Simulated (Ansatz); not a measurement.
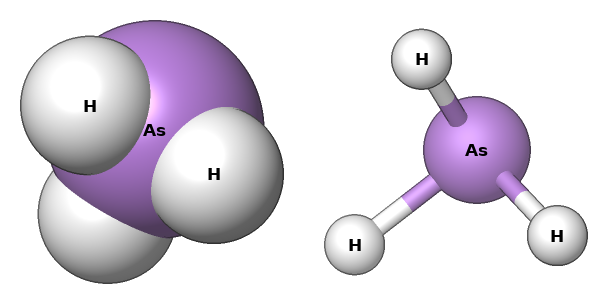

The same structure drawn twice, from different directions.

The computed structure is the end point of a PBE0-D4/def2-TZVP optimisation.

What does the picture show?

The molecule is AsH₃. The point group is C3v. Coordination: 1 As trigonal pyramidal.

More results for the same structure follow; atom numbers are the same in all pictures, views and colours differ.

**Vibrations**

Harmonic vibrations computed with RKS PBE0-D4/def2-TZVP (Ansatz 0.2.0) at a stationary point of the same level.

Question: List the wavenumbers.

Answer: 6 modes: 921, 1018, 1018, 2216, 2229, 2229 cm⁻¹.

**Dipole moment**

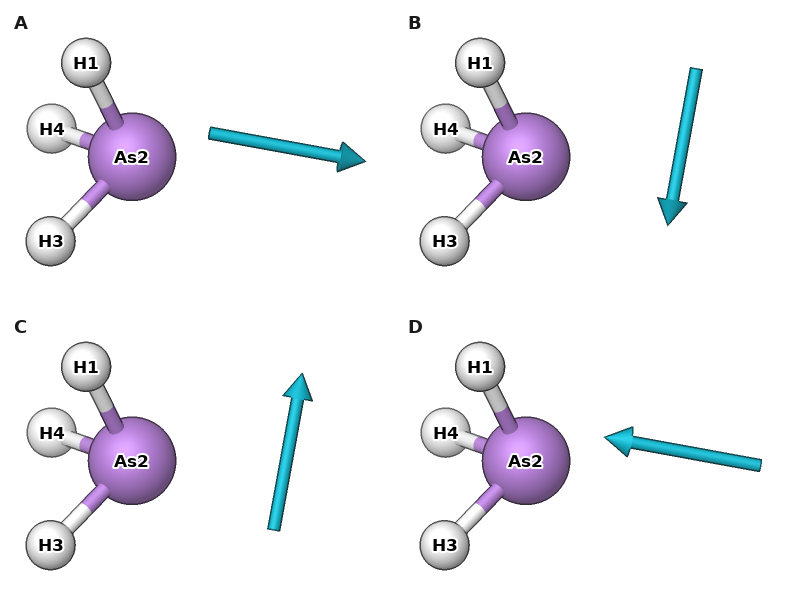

The same molecule four times, each with an arrow. Properties computed with RKS PBE0-D4/def2-TZVP (Ansatz 0.2.0).

Question: Which arrow points along the dipole moment, from the negative to the positive end?

Answer: D. The dipole moment is 0.34 D; it points from the side of As2 to the side of H1, H3, H4 (the outermost atoms at the two ends).

**Electronic properties**

Level of theory: RKS PBE0-D4/def2-TZVPP (Ansatz 0.2.0).

Question: Estimate the HOMO energy (Kohn–Sham orbital).

Answer: −7.81 eV.

Question: Give the LUMO energy (Kohn–Sham orbital) at this level.

Answer: 0.68 eV.
